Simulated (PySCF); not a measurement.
# C5H10O2Si: electronic excitations

Aim: predict the electronic excitations of C5H10O2Si (`C=CO[C@@H]1CO[SiH2]C1`).

The runs use PySCF 2.14.0, with density-fitted response routines of our own; the level of theory stands in each step. All values are computed, except where a source is named. Atoms are numbered from 0 throughout.

## (1) Starting geometry

18 atoms, charge 0, multiplicity 1; geometry from: GFN2-xTB.

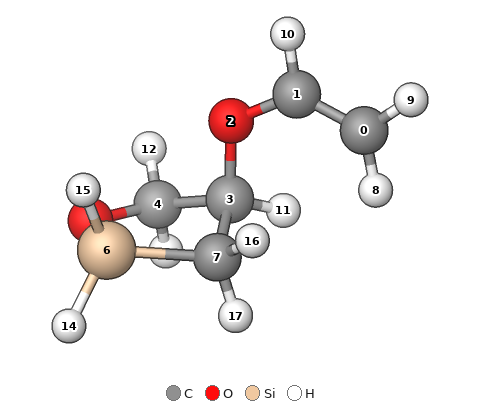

The starting geometry (carbon grey, oxygen red, silicon light orange, hydrogen white), atoms numbered; sticks join atoms by distance.

## (2) Excited states and response: PBE0/def2-SVPD

Job settings and geometry (Å):

```
{"job": {"kind": "uv", "xc": "PBE0", "basis": "def2-SVPD", "nstates": 8, "ntriplets": 3}, "charge": 0, "multiplicity": 1}
C      2.270602    -1.568605    -0.253069
C      1.967770    -0.668289     0.669069
O      1.005006     0.280520     0.663171
C      0.143089     0.375408    -0.459661
C     -0.578670     1.723538    -0.321824
O     -1.704565     1.589971     0.501217
Si    -2.168912     0.053133     0.802717
C     -0.925894    -0.715247    -0.420222
H      1.740564    -1.673327    -1.182336
H      3.089263    -2.243536    -0.089810
H      2.527749    -0.597213     1.593001
H      0.741380     0.362731    -1.381500
H      0.094341     2.458611     0.127352
H     -0.901636     2.082883    -1.304477
H     -3.556705    -0.095261     0.382538
H     -1.906650    -0.309487     2.190961
H     -0.489646    -1.662475    -0.116548
H     -1.355846    -0.847021    -1.412235
```

Level: TDDFT PBE0/def2-SVPD, vertical, gas phase, core orbitals frozen in the response.

Run with:

```
$ OMP_NUM_THREADS=1 python probes_run.py task.json out
```

The driver reads the jobs from task.json and runs them one after another.

Output:

```text
coarse grid: 15432 points
cycle   1  E = -635.4187352955  dE =  1.147e+00  |g| = 7.832e-01  |ddm| = 6.231e+00
cycle   2  E = -635.2633282182  dE =  1.554e-01  |g| = 1.195e+00  |ddm| = 2.429e+00
cycle   3  E = -635.5385788557  dE = -2.753e-01  |g| = 1.275e-01  |ddm| = 1.455e+00
cycle   4  E = -635.5415204129  dE = -2.942e-03  |g| = 5.116e-02  |ddm| = 2.329e-01
cycle   5  E = -635.5421133755  dE = -5.930e-04  |g| = 1.703e-02  |ddm| = 8.643e-02
cycle   6  E = -635.5421790364  dE = -6.566e-05  |g| = 6.054e-03  |ddm| = 2.926e-02
cycle   7  E = -635.5421867145  dE = -7.678e-06  |g| = 1.255e-03  |ddm| = 9.768e-03
final grid: 144104 points
cycle   8  E = -635.6413114049  dE = -5.362e-05  |g| = 1.200e-02  |ddm| = 1.803e-01
cycle   9  E = -635.6412755889  dE =  3.582e-05  |g| = 1.827e-02  |ddm| = 3.804e-02
cycle  10  E = -635.6413400987  dE = -6.451e-05  |g| = 1.733e-03  |ddm| = 2.201e-02
cycle  11  E = -635.6413408148  dE = -7.161e-07  |g| = 4.194e-04  |ddm| = 3.185e-03
cycle  12  E = -635.6413408514  dE = -3.658e-08  |g| = 1.860e-04  |ddm| = 8.635e-04
cycle  13  E = -635.6413408591  dE = -7.742e-09  |g| = 4.934e-05  |ddm| = 3.408e-04
cycle  14  E = -635.6413408596  dE = -4.816e-10  |g| = 1.413e-05  |ddm| = 1.050e-04
converged SCF energy = -635.6413408596

Static polarisability (au): isotropic 88.874, principal 80.750 81.419 104.453

Singlet excitations
state   eV       nm        f      main configurations
  1   6.3627    194.9   0.01634   H->L+1 0.52, H->L 0.39
  2   6.4657    191.8   0.01403   H->L 0.59, H->L+1 0.34
  3   6.8856    180.1   0.05995   H->L+3 0.35, H->L+2 0.28, H->L+4 0.19
  4   6.9610    178.1   0.00328   H-1->L 0.88
  5   7.0653    175.5   0.16481   H->L+2 0.49, H->L+3 0.34
  6   7.1400    173.6   0.02423   H->L+4 0.68, H->L+3 0.12
  7   7.3943    167.7   0.02773   H-1->L+1 0.85
  8   7.5397    164.4   0.01344   H->L+5 0.45, H->L+6 0.33, H->L+3 0.11

Triplet excitations (Tamm-Dancoff, eV): 4.4619 6.2669 6.4444
```

It took 1.9 min on 1 thread of Arm Neoverse N1, shared host; peak memory 0.99 GiB.

The orbitals next to the gap, with their largest atomic shares:

```
orbital     eV                         atoms
 HOMO−3  -9.00     O5 29 %, C3 18 %, C4 15 %
 HOMO−2  -8.62    C7 33 %, Si6 20 %, O5 15 %
 HOMO−1  -7.98    O5 48 %, Si6 12 %, C4 11 %
   HOMO  -6.90     C0 36 %, O2 25 %, C1 22 %
   LUMO   0.39  Si6 37 %, H14 12 %, H15 11 %
 LUMO+1   0.50    Si6 14 %, C0 11 %, C1 10 %
 LUMO+2   0.70     C1 27 %, C0 25 %, O2 10 %
```

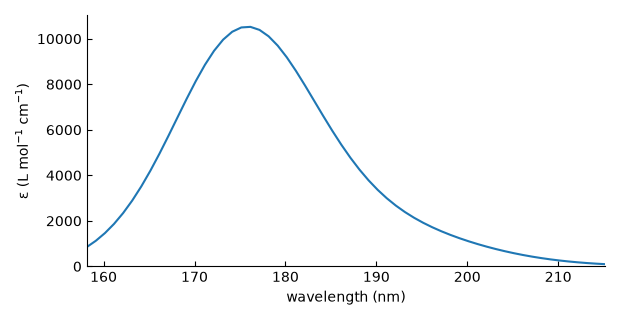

Absorption spectrum: each of the 8 states is a Gaussian band of 0.4 eV half-width at 1/e. Beyond the last state computed it falls off for lack of states.

Ground-state properties from the same run:

| property | computed |
| --- | --- |
| dipole moment (D) | 1.79 |
| polarisability (Å³) | 13.17 |
| HOMO–LUMO gap (eV) | 7.29 |
| −ε(HOMO) (eV) | 6.90 |

## (3) What came out

| quantity | value |
| --- | --- |
| lowest singlet (PBE0/def2-SVPD) | 6.36 eV (195 nm), f = 0.016 |
| brightest single state of those computed | state 5, 7.07 eV, f = 0.165 |
| lowest triplet | 4.46 eV |

In words: The first singlet state (HOMO→LUMO+1 0.52, HOMO→LUMO 0.39) lies at 6.36 eV and is weak; of the 8 states computed, the strongest absorption comes from state 5 at 7.07 eV. The lowest triplet lies 1.90 eV below the lowest singlet (triplets in Tamm-Dancoff, singlets in full TDDFT). States above −ε(HOMO) lie where TDDFT describes them poorly and they hang on the basis; the brightest is among them.
